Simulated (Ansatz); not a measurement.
Electronic density of states of amorphous Ti20O42Sn, density 3.73 g/cm³, on a 2×2×2 Γ-centred mesh with a Gaussian width of 0.1 eV; energies count from the Fermi level, whose place inside the gap is arbitrary. Cell and mesh are small, so fine structure isn't converged. Method: PBE, scalar-relativistic without spin-orbit coupling (plane waves to 420 eV, PAW; Ansatz, a program for electronic structure). Sampling: a 2×2×2 Γ-centred mesh; Fermi-Dirac width 0.02 eV; no spin polarisation. At PBE the levels at the filled edge of the gap are localised (band-tail or defect states).

The cell was made by melting and quenching with the CHGNet potential and then relaxed with DFT. O atoms were pushed apart under 1.9 Å during the dynamics, to hinder bonds among them. The hot cell started wider than the set density and was brought back towards it in steps. It is the lowest in DFT energy of 2 quenches. It is a model cell: composition and starting density were chosen by hand, and all elements were melted together. No dispersion term was used. Its density started from a set value of 3.73 and ended at 3.73 g/cm³. The quench (nominally 240 K/ps over its main leg) was far faster than any real one, so the model tends to hold more defects than a real film. A cell of this size samples the disorder only roughly. The volume was held where the preparation left it and the shape relaxed, at a PBE pressure of -0.3 GPa (tension). On a 2×2×2 Γ-centred mesh force components of up to 0.17 eV/Å stay, since the relaxation ran on the zone centre alone.

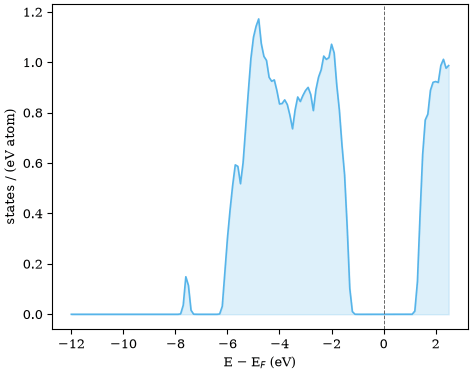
*Density of states per atom*

The level gap on this mesh is 2.69 eV; the broadening fills part of it in the curve.
